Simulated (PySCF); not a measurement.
C4H9ClSi2

Input file:

```
{"job": {"kind": "nmr", "xc": "PBE0", "basis": "pcSseg-1"}, "charge": 0, "multiplicity": 1}
Cl     3.333116     1.985423    -0.658471
Si     2.495392     0.145212    -0.515200
Si     0.522690     0.293870     0.688159
C     -0.872940     1.256264    -0.207490
C     -1.948827     0.233826    -0.416827
C     -1.759170    -0.998501     0.018726
C     -0.473013    -1.340668     0.707637
H      3.515466    -0.700196     0.109979
H      2.360878    -0.329967    -1.895670
H      0.669028     0.798873     2.068996
H     -1.265565     2.091873     0.374562
H     -0.566487     1.675726    -1.168397
H     -2.855460     0.538968    -0.919832
H     -2.500399    -1.775916    -0.100934
H      0.018874    -2.164916     0.187446
H     -0.681181    -1.700927     1.715906
```

Command:

```sh
OMP_NUM_THREADS=1 python probes_run.py task.json out
```

Geometry: GFN2-xTB.

These are results of PBE0/pcSseg-1, SCF density, gas phase, non-relativistic (PySCF 2.14.0), not measurements.

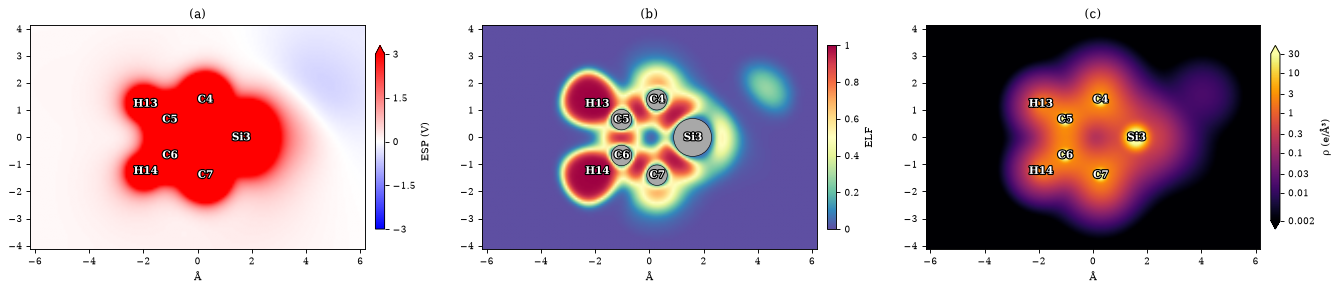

Figure 1. (a) molecular electrostatic potential; (b) ELF; (c) electron density on the plane of atoms C4, C5 and H13. Grey discs cover the atomic cores in the ELF map.

### Interpret the plot.

The section cuts through Si, C and H sites.
C–C (1.32 Å): the density is about 2.4 e/Å³ at the midpoint; the ELF peaks at about 0.90 between the atoms (a short, multiple covalent bond).
C–Si (1.91 Å): the density is about 0.89 e/Å³ at the midpoint; the ELF peaks at about 0.95 between the atoms: a shared electron pair.
C–H (1.08 Å): ρ at the midpoint is about 2 e/Å³; the ELF climbs to about 1 towards the hydrogen, as it does in any bond to H: an ordinary covalent bond to hydrogen.
C–C (1.50 Å): the density is about 1.7 e/Å³ at the midpoint; the ELF peaks at about 0.95 between the atoms: a shared electron pair.
Outside the dense part of the molecule the potential is most negative (−0.5 V) near Cl1, which lies off the plane.

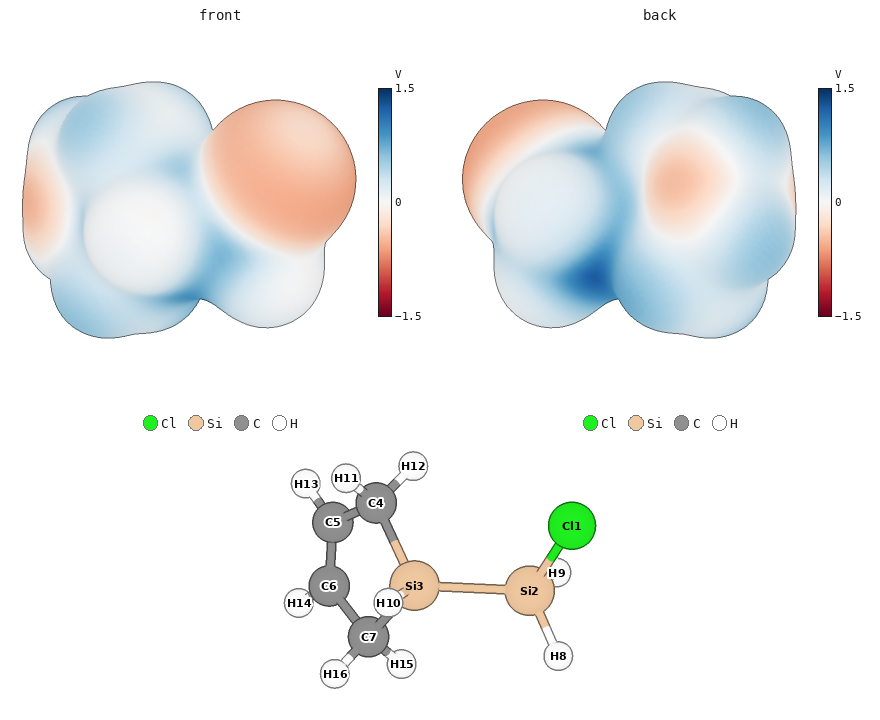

Figure 2. The electrostatic potential painted on the density surface at 0.001 e/bohr³, seen from the front and from behind; red is negative and blue positive. The bare structure is drawn below in the same view.

### Describe the electrostatic potential map.

The most negative region (about −0.6 V) lies over Cl1, the most positive (about +1.1 V) over Si2.
